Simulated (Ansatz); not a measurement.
Nudged elastic band of WHClOF$_{5}$ (part 1 of 2)

WHClOF$_{5}$, multiplicity 2, computed with UKS PBE/def2-SVP (Ansatz 0.2.0).

The run did not end well. It belongs to a series of runs on one base structure; here: band between the two ends.

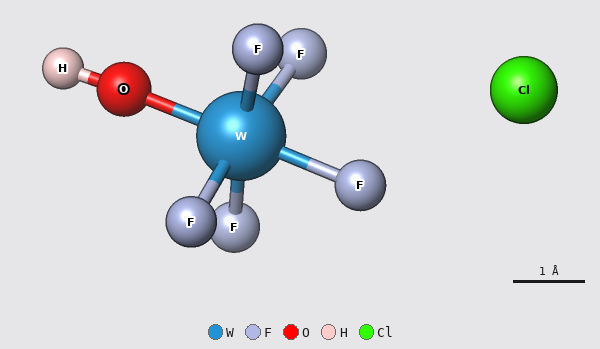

Figure 1. The starting structure (ball-and-stick view, seen at a tilt). Sticks mark near contacts. Bond lengths as drawn: F–W 1.87 to 1.88 Å, H–O 0.97 Å and O–W 1.85 Å.

What the run reported

```tsv
quantity	value
outcome	not converged
barrier, forward (band not converged)	0.003 eV
barrier, backward	0.003 eV
hardware	4 threads of Arm Neoverse V1, 24 GiB of memory available, shared host
wall time	31 min (CPU time 2 h)
peak memory	0.45 GiB
```

The run did not converge: “NEB band did not converge after 29 iterations: max|band force component| = 6.72e-1 eV/Å (threshold 3.0e-2); raise `neb.max_iterations` in a new run, which can start from the last band evaluated (`neb.initial_path`, with `crystal.atoms` and `neb.final_atoms` set to its first and last images), add images, or start from endpoints closer to local minima …” Its last values are not results.

Input
```yaml
crystal:
  periodic: [false, false, false]
  atoms:
    - { symbol: W, position_ang: [-0.074555, -0.023645, 0.005802] }
    - { symbol: F, position_ang: [-0.455815, -0.506142, 1.782757] }
    - { symbol: F, position_ang: [1.739029, -0.085197, 0.459295] }
    - { symbol: F, position_ang: [-0.141548, 1.769183, 0.53072] }
    - { symbol: F, position_ang: [-1.921127, 0.00718, -0.296858] }
    - { symbol: F, position_ang: [-0.043177, -1.857041, -0.376528] }
    - { symbol: O, position_ang: [0.304037, 0.409525, -1.747645] }
    - { symbol: H, position_ang: [0.531726, 0.537837, -2.681759] }
    - { symbol: Cl, position_ang: [0.589232, 0.540701, 4.107115] }
magnetization:
  spin_polarized: true
  initial_magnetization: 1
basis:
  gaussian: { orbitals: def2-SVP }
hamiltonian:
  xc: pbe
neb:
  order_check: false
  images: 9
  f_tol: 0.03
  max_iterations: 29
  final_atoms:
    - { symbol: W, position_ang: [0.06096324, 0.2507665, 0.04018588] }
    - { symbol: F, position_ang: [-0.0696839, 0.58515199, 1.88658429] }
    - { symbol: F, position_ang: [1.91463687, 0.42374245, 0.22506488] }
    - { symbol: F, position_ang: [-0.09968187, 2.10430899, -0.18245468] }
    - { symbol: F, position_ang: [-1.80167711, 0.0773246, 0.02341875] }
    - { symbol: F, position_ang: [0.21176707, -1.57429711, 0.40125819] }
    - { symbol: O, position_ang: [0.18291698, 0.0105757, -1.78556743] }
    - { symbol: H, position_ang: [0.23077544, 0.08566925, -2.75185783] }
    - { symbol: Cl, position_ang: [-0.1022147, -1.17084137, 3.92626696] }
  initial_path:
    images:
      - { positions_ang: [[-0.074555, -0.023645, 0.005802], [-0.455815, -0.506142, 1.782757], [1.739029, -0.085197, 0.459295], [-0.141548, 1.769183, 0.53072], [-1.921127, 0.00718, -0.296858], [-0.043177, -1.857041, -0.376528], [0.304037, 0.409525, -1.747645], [0.531726, 0.537837, -2.681759], [0.589232, 0.540701, 4.107115]] }
      - { positions_ang: [[-0.0593113, -0.0182322, 0.00424845], [-0.36941768, -0.41037313, 1.84573657], [1.76151529, -0.07068227, 0.37148766], [-0.10976282, 1.7859767, 0.42963318], [-1.90652828, 0.00963626, -0.24232436], [-0.03735177, -1.85489551, -0.30706588], [0.24827224, 0.33397906, -1.78643905], [0.53813643, 0.59515652, -2.59753547], [0.46224988, 0.42183557, 4.06515793]] }
      - { positions_ang: [[-0.04406759, -0.01281941, 0.00269489], [-0.28302035, -0.31460425, 1.90871613], [1.78400159, -0.05616754, 0.28368031], [-0.07797764, 1.8027704, 0.32854635], [-1.89192957, 0.01209253, -0.18779073], [-0.03152654, -1.85275002, -0.23760376], [0.19250747, 0.25843311, -1.82523311], [0.54454686, 0.65247605, -2.51331195], [0.33526777, 0.30297014, 4.02320085]] }
      - { positions_ang: [[-0.02882389, -0.00740661, 0.00114134], [-0.19662303, -0.21883538, 1.9716957], [1.80648788, -0.04165282, 0.19587297], [-0.04619246, 1.8195641, 0.22745953], [-1.87733085, 0.01454879, -0.13325709], [-0.02570131, -1.85060453, -0.16814164], [0.13674271, 0.18288717, -1.86402716], [0.55095729, 0.70979557, -2.42908842], [0.20828565, 0.1841047, 3.98124378]] }
      - { positions_ang: [[-0.01358018, -0.00199382, -0.00041221], [-0.1102257, -0.12306651, 2.03467527], [1.82897417, -0.02713809, 0.10806563], [-0.01440729, 1.8363578, 0.1263727], [-1.86273214, 0.01700505, -0.07872345], [-0.01987608, -1.84845904, -0.09867953], [0.08097795, 0.10734122, -1.90282122], [0.55736772, 0.7671151, -2.34486489], [0.08130354, 0.06523927, 3.9392867]] }
      - { positions_ang: [[0.00166352, 0.00341898, -0.00196577], [-0.02382838, -0.02729763, 2.09765483], [1.85146047, -0.01262336, 0.02025828], [0.01737789, 1.8531515, 0.02528588], [-1.84813342, 0.01946132, -0.02418982], [-0.01405085, -1.84631354, -0.02921741], [0.02521318, 0.03179528, -1.94161527], [0.56377816, 0.82443462, -2.26064136], [-0.04567858, -0.05362616, 3.89732963]] }
      - { positions_ang: [[0.01352347, 0.05288848, 0.00646456], [-0.03299948, 0.09519229, 2.05544072], [1.86409575, 0.0746498, 0.0612196], [-0.00603406, 1.903383, -0.01626224], [-1.83884216, 0.03103397, -0.0146681], [0.03111274, -1.79191026, 0.05687771], [0.05675394, 0.02755136, -1.9104057], [0.49717761, 0.67668155, -2.35888466], [-0.0569858, -0.2770692, 3.9031171]] }
      - { positions_ang: [[0.02538341, 0.10235799, 0.01489489], [-0.04217059, 0.21768222, 2.01322662], [1.87673103, 0.16192296, 0.10218092], [-0.02944601, 1.9536145, -0.05781035], [-1.8295509, 0.04260663, -0.00514639], [0.07627632, -1.73750697, 0.14297283], [0.0882947, 0.02330745, -1.87919613], [0.43057707, 0.52892847, -2.45712795], [-0.06829303, -0.50051224, 3.90890456]] }
      - { positions_ang: [[0.03724335, 0.15182749, 0.02332522], [-0.05134169, 0.34017214, 1.97101251], [1.88936631, 0.24919613, 0.14314224], [-0.05285797, 2.00384599, -0.09935846], [-1.82025964, 0.05417928, 0.00437532], [0.12143991, -1.68310368, 0.22906795], [0.11983546, 0.01906353, -1.84798657], [0.36397652, 0.3811754, -2.55537125], [-0.07960025, -0.72395529, 3.91469203]] }
      - { positions_ang: [[0.0491033, 0.201297, 0.03175555], [-0.0605128, 0.46266207, 1.9287984], [1.90200159, 0.33646929, 0.18410356], [-0.07626992, 2.05407749, -0.14090657], [-1.81096838, 0.06575194, 0.01389703], [0.16660349, -1.6287004, 0.31516307], [0.15137622, 0.01481962, -1.816777], [0.29737598, 0.23342232, -2.65361454], [-0.09090748, -0.94739833, 3.92047949]] }
      - { positions_ang: [[0.06096324, 0.2507665, 0.04018588], [-0.0696839, 0.58515199, 1.88658429], [1.91463687, 0.42374245, 0.22506488], [-0.09968187, 2.10430899, -0.18245468], [-1.80167711, 0.0773246, 0.02341875], [0.21176707, -1.57429711, 0.40125819], [0.18291698, 0.0105757, -1.78556743], [0.23077544, 0.08566925, -2.75185783], [-0.1022147, -1.17084137, 3.92626696]] }
```

Launched with:
```bash
ansatz run input.yaml --threads 4 --pin off --max-ram 5120MiB --backend cpu --events-out ev --progress --plain --runs-dir out
```

What the program printed
```
Engine: ansatz 0.2.0, aarch64-unknown-linux-gnu
Functional definition: PBE
  parameter kappa = 0.804
  parameter beta = 0.06672455060314922
  exchange = pbe_x(kappa = kappa, mu = beta*pi^2/3)
  correlation = pbe_c(beta = beta)
1443 factors; their error is unknown
mean field evaluation 1: about -29951.1341 eV, gradient 6.9e1 eV
mean field evaluation 2: about -29726.1568 eV, gradient 2.2e2 eV
mean field evaluation 4: about -29965.5305 eV, gradient 2.4e1 eV
mean field evaluation 8: about -29967.5693 eV, gradient 3.1e-1 eV
mean field evaluation 16: about -29967.4836 eV, gradient 6.4e-3 eV
mean field evaluation 32: about -29967.4836 eV, gradient 3.1e-5 eV
mean field evaluation 64: about -29967.3237 eV, gradient 9.0e-2 eV
mean field -29967.48360907 eV, -1101.2847099435 hartree, gradient 3.1e-6 eV, S^2 0.751538; 6 other end points of the search recorded, 0 dependent functions left out
the calculation of the forces begins
reference -29967.48367970 eV, -1101.2847125388 hartree; 43, 42 occupied and 96, 97 virtual orbitals, 1443 factors
1443 factors; their error is unknown
mean field evaluation 96: about -29967.4832 eV, gradient 3.7e-5 eV
mean field evaluation 128: about -29967.3382 eV, gradient 1.2e0 eV
mean field -29967.48321739 eV, -1101.2846955493 hartree, gradient 1.6e-6 eV, S^2 0.751530; 6 other end points of the search recorded, 0 dependent functions left out
[... from here on the field's lines of each further geometry are left out, up to the last ...]
NEB iter   1: max|band force component| = 1.074e1 eV/Å  barrier→ = 1.9075 eV  barrier← = 1.9071 eV  Δτ_max = 0.1997 Å  (2551 SCF iters)
NEB iter   2: max|band force component| = 4.321e0 eV/Å  barrier→ = 1.0181 eV  barrier← = 1.0177 eV  Δτ_max = 0.2000 Å  (425 SCF iters)
NEB iter   3: max|band force component| = 1.647e0 eV/Å  barrier→ = 0.5187 eV  barrier← = 0.5183 eV  Δτ_max = 0.1994 Å  (444 SCF iters)
NEB iter   4: max|band force component| = 1.334e0 eV/Å  barrier→ = 0.2094 eV  barrier← = 0.2091 eV  Δτ_max = 0.1548 Å  (469 SCF iters)
NEB iter   5: max|band force component| = 7.216e-1 eV/Å  barrier→ = 0.1023 eV  barrier← = 0.1019 eV  Δτ_max = 0.1718 Å  (537 SCF iters)
NEB iter   6: max|band force component| = 1.713e0 eV/Å  barrier→ = 0.1167 eV  barrier← = 0.1163 eV  Δτ_max = 0.0936 Å  (657 SCF iters)
NEB iter   7: max|band force component| = 4.597e-1 eV/Å  barrier→ = 0.0426 eV  barrier← = 0.0422 eV  CI = image 4  Δτ_max = 0.1660 Å  (608 SCF iters)
NEB iter   8: max|band force component| = 1.335e-1 eV/Å  barrier→ = 0.0396 eV  barrier← = 0.0392 eV  CI = image 4  Δτ_max = 0.1283 Å  (649 SCF iters)
NEB iter   9: max|band force component| = 1.058e-1 eV/Å  barrier→ = 0.0362 eV  barrier← = 0.0358 eV  CI = image 4  Δτ_max = 0.1470 Å  (658 SCF iters)
NEB iter  10: max|band force component| = 2.496e-1 eV/Å  barrier→ = 0.0321 eV  barrier← = 0.0317 eV  CI = image 4  Δτ_max = 0.0744 Å  (681 SCF iters)
NEB iter  11: max|band force component| = 1.213e-1 eV/Å  barrier→ = 0.0306 eV  barrier← = 0.0302 eV  CI = image 4  Δτ_max = 0.1494 Å  (615 SCF iters)
NEB iter  12: max|band force component| = 5.266e-2 eV/Å  barrier→ = 0.0285 eV  barrier← = 0.0281 eV  CI = image 4  Δτ_max = 0.0777 Å  (617 SCF iters)
NEB iter  13: max|band force component| = 4.272e-2 eV/Å  barrier→ = 0.0265 eV  barrier← = 0.0262 eV  CI = image 4  Δτ_max = 0.1716 Å  (609 SCF iters)
NEB iter  14: max|band force component| = 2.451e-1 eV/Å  barrier→ = 0.0258 eV  barrier← = 0.0254 eV  CI = image 5  Δτ_max = 0.0873 Å  (645 SCF iters)
NEB iter  15: max|band force component| = 4.465e-2 eV/Å  barrier→ = 0.0234 eV  barrier← = 0.0230 eV  CI = image 5  Δτ_max = 0.1252 Å  (607 SCF iters)
NEB iter  16: max|band force component| = 3.520e-2 eV/Å  barrier→ = 0.0229 eV  barrier← = 0.0225 eV  CI = image 5  Δτ_max = 0.1747 Å  (641 SCF iters)
NEB iter  17: max|band force component| = 6.583e-2 eV/Å  barrier→ = 0.0224 eV  barrier← = 0.0220 eV  CI = image 5  Δτ_max = 0.0873 Å  (663 SCF iters)
NEB iter  18: max|band force component| = 4.759e-2 eV/Å  barrier→ = 0.0214 eV  barrier← = 0.0210 eV  CI = image 5  Δτ_max = 0.0875 Å  (637 SCF iters)
NEB iter  19: max|band force component| = 3.596e-2 eV/Å  barrier→ = 0.0199 eV  barrier← = 0.0195 eV  CI = image 5  Δτ_max = 0.0876 Å  (643 SCF iters)
NEB iter  20: max|band force component| = 4.292e-2 eV/Å  barrier→ = 0.0174 eV  barrier← = 0.0170 eV  CI = image 5  Δτ_max = 0.0436 Å  (623 SCF iters)
NEB iter  21: max|band force component| = 3.889e-2 eV/Å  barrier→ = 0.0160 eV  barrier← = 0.0157 eV  CI = image 5  Δτ_max = 0.0436 Å  (672 SCF iters)
NEB iter  22: max|band force component| = 4.537e-2 eV/Å  barrier→ = 0.0147 eV  barrier← = 0.0143 eV  CI = image 5  Δτ_max = 0.0436 Å  (662 SCF iters)
NEB iter  23: max|band force component| = 8.270e-1 eV/Å  barrier→ = 0.0133 eV  barrier← = 0.0129 eV  CI = image 2  Δτ_max = 0.0435 Å  (662 SCF iters)
NEB iter  24: max|band force component| = 1.982e-1 eV/Å  barrier→ = 0.0168 eV  barrier← = 0.0164 eV  CI = image 5  Δτ_max = 0.0874 Å  (646 SCF iters)
NEB iter  25: max|band force component| = 8.187e-1 eV/Å  barrier→ = 0.0117 eV  barrier← = 0.0113 eV  CI = image 2  Δτ_max = 0.1746 Å  (644 SCF iters)
NEB iter  26: max|band force component| = 2.945e-1 eV/Å  barrier→ = 0.0162 eV  barrier← = 0.0158 eV  CI = image 5  Δτ_max = 0.2000 Å  (665 SCF iters)
NEB iter  27: max|band force component| = 8.045e-1 eV/Å  barrier→ = 0.0090 eV  barrier← = 0.0087 eV  CI = image 1  Δτ_max = 0.2000 Å  (634 SCF iters)
NEB iter  28: max|band force component| = 1.582e-1 eV/Å  barrier→ = 0.0119 eV  barrier← = 0.0115 eV  CI = image 5  Δτ_max = 0.2000 Å  (623 SCF iters)
the calculation of the forces begins
reference -29967.48447113 eV, -1101.2847416237 hartree; 43, 42 occupied and 96, 97 virtual orbitals, 1443 factors
these checks for a lower state are left out or cut short: starts, cluster_reference, orbital_swaps, neighbouring_geometries, increment
1443 factors; their error is unknown
mean field evaluation 4608: about -29967.4840 eV, gradient 4.5e-6 eV
mean field -29967.48401943 eV, -1101.2847250237 hartree, gradient 4.5e-6 eV, S^2 0.751530; 0 other end points of the search recorded, 0 dependent functions left out
the calculation of the forces begins
reference -29967.48409024 eV, -1101.2847276261 hartree; 43, 42 occupied and 96, 97 virtual orbitals, 1443 factors
NEB iter  29: max|band force component| = 6.718e-1 eV/Å  barrier→ = 0.0034 eV  barrier← = 0.0030 eV  CI = image 1  Δτ_max = 0.2000 Å  (598 SCF iters)
```

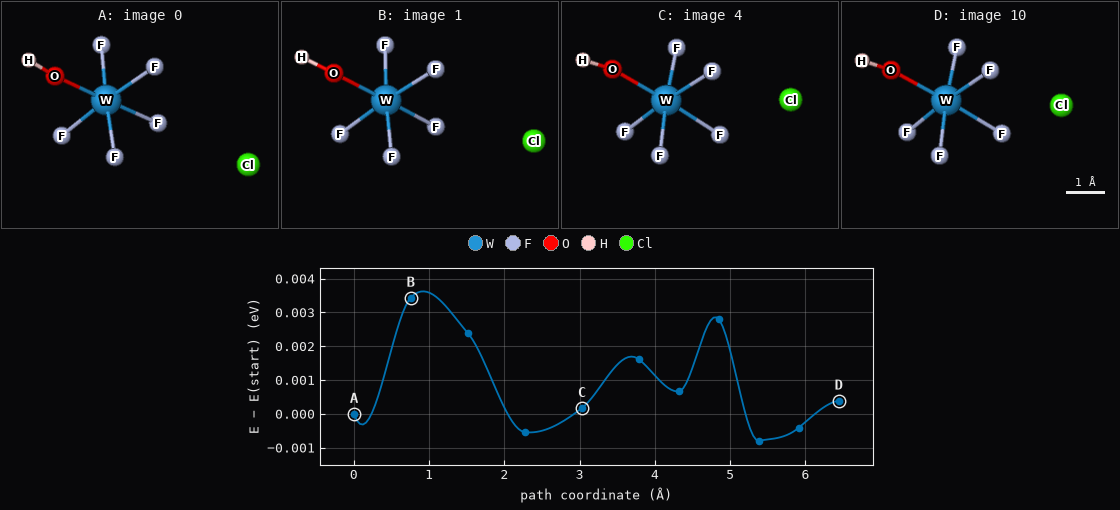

Figure 2. Images of the last band (counted from 0; ball-and-stick, seen at a tilt) above the energy along the path; the line is a cubic interpolation that uses the forces. The highest image is number 1, 0.003 eV above the start and 0.003 eV above the end (the climbing image); start and end have the same energy. The path is 6.44 Å long. The band had not converged after 29 iterations.
